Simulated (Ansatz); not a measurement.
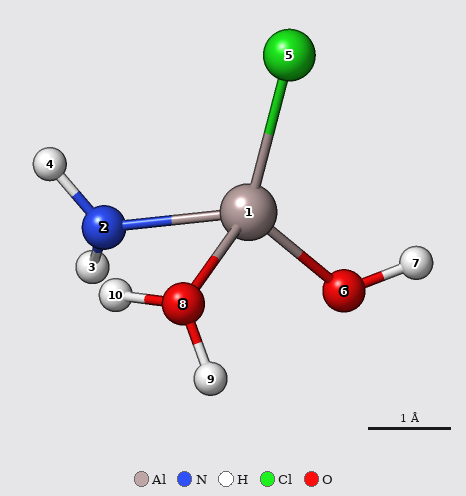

Fig. 1: The input geometry (ball-and-stick view, seen at a tilt; atoms are numbered from 1 in the order of the input). Sticks mark near contacts.

Frequency calculation of AlNH₅ClO₂

The run: frequency calculation of AlNH₅ClO₂. Method and program: RKS PBE-D4/def2-mTZVP (Ansatz 0.2.0).

It belongs to a series of runs on one base structure; here: vibrations at the highest image of the band. Figures and captions count atoms from 1; the log counts them from 0 in places.

**Log**
```
Engine: ansatz 0.2.0, aarch64-unknown-linux-gnu
Functional definition: PBE
  parameter kappa = 0.804
  parameter beta = 0.06672455060314922
  exchange = pbe_x(kappa = kappa, mu = beta*pi^2/3)
  correlation = pbe_c(beta = beta)
1122 factors; their error is unknown
mean field evaluation 1: about -24758.3336 eV, gradient 1.1e2 eV
mean field evaluation 2: about -24683.0480 eV, gradient 2.1e2 eV
mean field evaluation 4: about -24776.9429 eV, gradient 2.2e1 eV
mean field evaluation 8: about -24777.8107 eV, gradient 7.9e-2 eV
mean field evaluation 16: about -24777.7789 eV, gradient 3.9e-5 eV
mean field -24777.77888699 eV, -910.5665791151 hartree, gradient 3.9e-5 eV, S^2 0.000000; 0 other end points of the search recorded, 0 dependent functions left out
the calculation of the forces begins
reference -24777.77893096 eV, -910.5665807310 hartree; 29, 29 occupied and 97, 97 virtual orbitals, 1122 factors
these checks for a lower state are left out or cut short: stability, starts, cluster_reference, orbital_swaps, neighbouring_geometries, increment
1122 factors; their error is unknown
mean field -24777.77879454 eV, -910.5665757177 hartree, gradient 2.5e-6 eV, S^2 0.000000; 0 other end points of the search recorded, 0 dependent functions left out
[... from here on the field's lines of each further geometry are left out, up to the last ...]
the calculation of the forces begins
reference -24777.77890267 eV, -910.5665796915 hartree; 29, 29 occupied and 97, 97 virtual orbitals, 1122 factors
these checks for a lower state are left out or cut short: stability, starts, cluster_reference, orbital_swaps, neighbouring_geometries, increment
1122 factors; their error is unknown
mean field -24777.77885160 eV, -910.5665778145 hartree, gradient 1.1e-6 eV, S^2 0.000000; 0 other end points of the search recorded, 0 dependent functions left out
the calculation of the forces begins
reference -24777.77889557 eV, -910.5665794303 hartree; 29, 29 occupied and 97, 97 virtual orbitals, 1122 factors
WARN: phonons: modes at or below zero, which the zero-point energy, F, S and C_V leave out: 1, the lowest at -738.22 cm⁻¹. A minimum has none, and a first-order saddle one
Total energy: -24777.98504129 eV, -910.5741551460 hartree
Atom 0 at    -0.013066    -0.361507     0.193835 Å, force    -0.000008     0.000679    -0.001794 eV/Å
Atom 1 at     0.088063    -0.171034     2.079696 Å, force     0.000402     0.000013     0.001684 eV/Å
Atom 2 at    -0.765691     0.039951     2.600171 Å, force    -0.000196    -0.000090    -0.000161 eV/Å
Atom 3 at     0.861001     0.337159     2.513286 Å, force     0.000112     0.000039    -0.000243 eV/Å
Atom 4 at     1.526383     0.602612    -0.920460 Å, force    -0.000452    -0.000258     0.000191 eV/Å
Atom 5 at    -1.621587    -0.472563    -0.414187 Å, force     0.000952    -0.001992     0.003176 eV/Å
Atom 6 at    -1.883704    -0.027505    -1.234473 Å, force    -0.000706     0.001766    -0.003049 eV/Å
Atom 7 at     0.499517    -2.130251     0.729167 Å, force    -0.000031    -0.000283     0.000682 eV/Å
Atom 8 at    -0.172303    -2.826229     0.600024 Å, force     0.000064     0.000275    -0.000257 eV/Å
Atom 9 at     0.343185    -1.580530     1.725739 Å, force    -0.000137    -0.000149    -0.000228 eV/Å
Dipole moment:    -0.343571    -0.220005     0.482798 e Å
Vibrations: -738.22 117.16 146.11 174.69 209.66 255.94 352.51 388.27 503.12 562.67 641.17 657.88 679.83 737.40 742.69 813.89 846.28 1496.46 1573.19 1867.21 3446.56 3531.92 3712.90 3798.57 cm⁻¹, zero-point energy 1.689663 eV
```

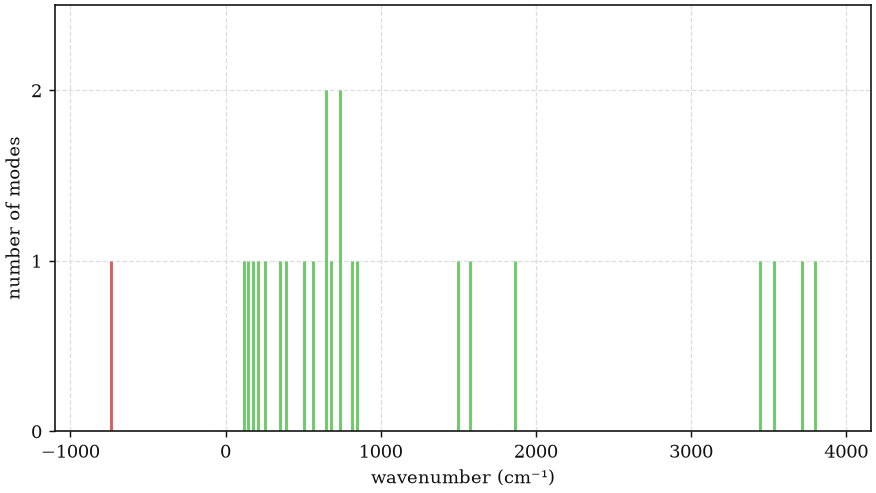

Fig. 2: Harmonic vibrational wavenumbers from the force constants; neighbouring modes closer than 21 cm⁻¹ are counted in one stick, and imaginary ones are drawn at negative wavenumbers. 24 modes from 738i to 3799 cm⁻¹, 1 imaginary beyond 8i (738i cm⁻¹): a first-order saddle point, if the geometry is stationary.

The run was set up as follows.

**Input file**
```yaml
crystal:
  periodic: [false, false, false]
  atoms:
    - { symbol: Al, position_ang: [-0.013066, -0.361507, 0.193835] }
    - { symbol: "N", position_ang: [0.088063, -0.171034, 2.079696] }
    - { symbol: H, position_ang: [-0.765691, 0.039951, 2.600171] }
    - { symbol: H, position_ang: [0.861001, 0.337159, 2.513286] }
    - { symbol: Cl, position_ang: [1.526383, 0.602612, -0.92046] }
    - { symbol: O, position_ang: [-1.621587, -0.472563, -0.414187] }
    - { symbol: H, position_ang: [-1.883704, -0.027505, -1.234473] }
    - { symbol: O, position_ang: [0.499517, -2.130251, 0.729167] }
    - { symbol: H, position_ang: [-0.172303, -2.826229, 0.600024] }
    - { symbol: H, position_ang: [0.343185, -1.58053, 1.725739] }
basis:
  gaussian: { orbitals: def2-mTZVP }
hamiltonian:
  xc: pbe
  dispersion: d4
phonons: {}
```

Launched with:
```bash
ansatz run input.yaml --threads 4 --pin off --max-ram 5120MiB --backend cpu --events-out ev --progress --plain --runs-dir out
```

**Results in brief**

```json
{"quantity": "outcome", "value": "converged"}
{"quantity": "total energy", "value": "−24777.9850 eV"}
{"quantity": "mean-field energy", "value": "−24777.7789 eV"}
{"quantity": "largest force (length of the vector)", "value": "0.004 eV/Å"}
{"quantity": "hardware", "value": "4 threads of Arm Neoverse V2, 24 GiB of memory available, shared host"}
{"quantity": "wall time", "value": "40 s (CPU time 2.5 min)"}
{"quantity": "peak memory", "value": "0.17 GiB"}
```
